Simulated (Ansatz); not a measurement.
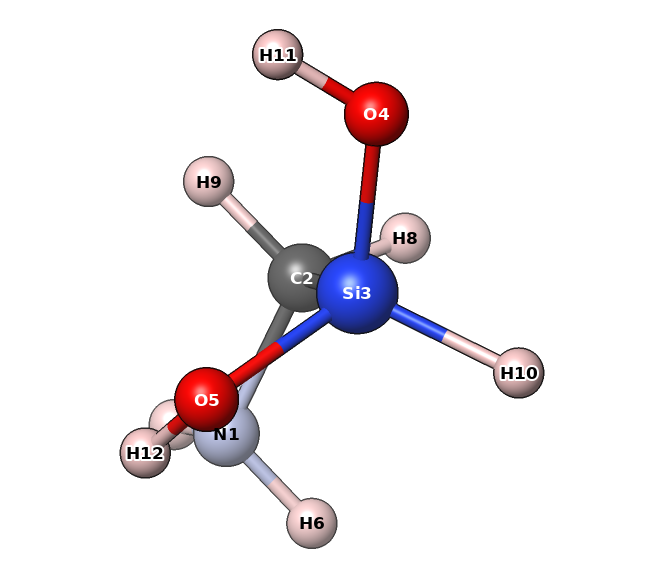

C2 lies behind Si3. The molecule seen a little off the Si3–C2 bond, Si3 in front. Distant atoms are faded towards the background colour. Computed geometry: PBE0-D4/def2-TZVP optimisation. No frequency run is at hand to confirm it as a minimum.

### What is the torsion angle O4–Si3–C2–N1? The sign is positive where the front bond must turn clockwise to cover the back bond.

−158°, antiperiplanar (anti).
